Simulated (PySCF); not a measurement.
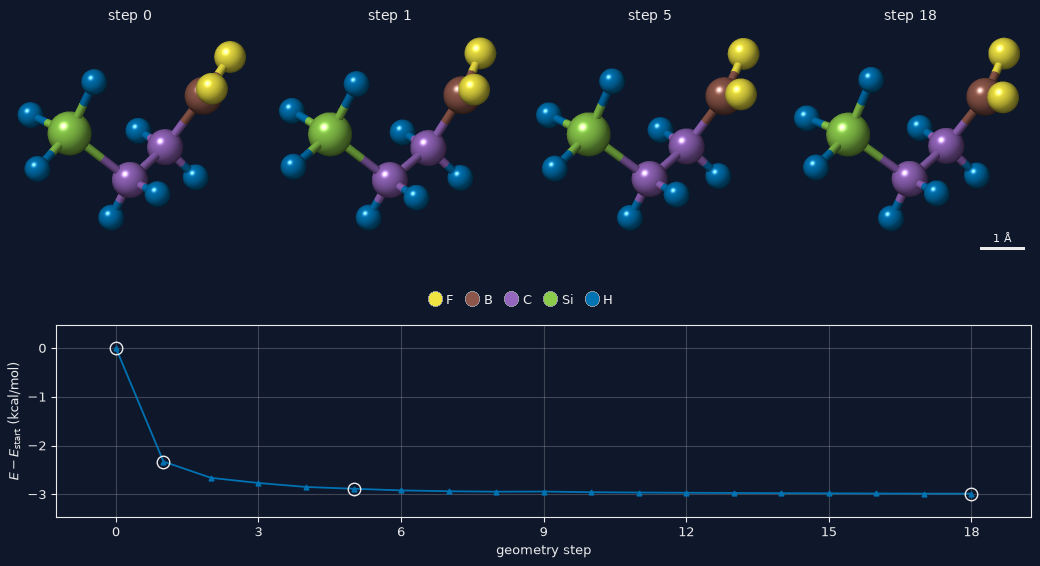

Frames of a relaxation of C2H7BF2Si, marked on the history of the run. Style: ball-and-stick. Shown at a tilt.

The start comes from GFN2-xTB. Its atoms were then displaced at random by about 0.01 Å.

Computed with PySCF, PBE0-D3(BJ)/def2-SVP geometry optimisation, gas phase. 

### Describe the path.

After 18 geometry steps the energy has fallen by 2.99 kcal/mol. An F atom moves most after the best rigid fit: 0.33 Å. Largest moves by element: F 0.33 Å, H 0.13 Å, Si 0.05 Å, B 0.05 Å, C 0.04 Å. Among the contacts that change: H–Si 1.454 → 1.494 Å, C–H 1.067 → 1.103 Å, B–C 1.589 → 1.563 Å, C–Si 1.912 → 1.888 Å. Among the angles between lasting bonds that change: C–Si–H 107.7° → 111.1°, H–C–H 108.7° → 106.1°, C–C–H 108.6° → 111.0°. The run took 110 s on 1 thread of Arm Neoverse V1, on a shared host. From step 0 to 1: an F atom moves most (0.24 Å), energy −2.33 kcal/mol. From step 1 to 5: an F atom moves most (0.19 Å), energy −0.56 kcal/mol. From step 5 to 18: an H atom moves most (0.09 Å), energy −0.10 kcal/mol.
